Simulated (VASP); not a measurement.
Here is the system:

```
Al4PSb3
1.0
   -0.00438     5.99514     5.98985
    5.99514    -0.00438     5.98985
    2.99538     2.99538     0.00000
Al Sb P
4 3 1
Direct
  0.99923   0.99923   0.00155
  0.97603   0.50959   0.01438
  0.50959   0.97603   0.01438
  0.51449   0.51449   0.97102
  0.12672   0.12672   0.24656
  0.12692   0.62241   0.25066
  0.62241   0.12692   0.25066
  0.62461   0.62461   0.25077
```

Level of theory: PBEsol GGA, VASP's PBE PAW potentials (set 64) (plane waves; VASP). Run with 400 eV cut-off, 4×4×7 Γ-centred mesh, tetrahedra with Blöchl corrections, potentials Al Sb P.

Unless said otherwise, spin-orbit coupling is left out, though it shifts the bands of the heavy elements here.

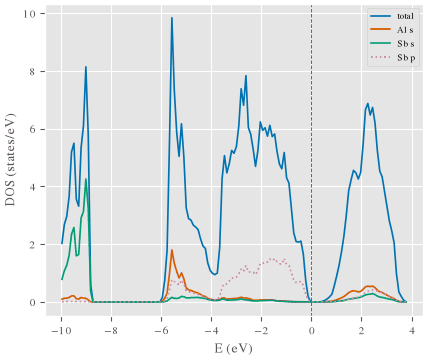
Total and projected density of states, zero at the valence-band maximum

Within 2 eV below the valence-band maximum the largest weight inside VASP's projection spheres is Sb p, then Al p.

The gap is direct, 0.31 eV, from the valence maximum at Γ to the conduction minimum at Γ.

The structure was generated: Al4PSb3 was put into an ordered model structure (Amm2), which need not be its known phase. It was relaxed first.
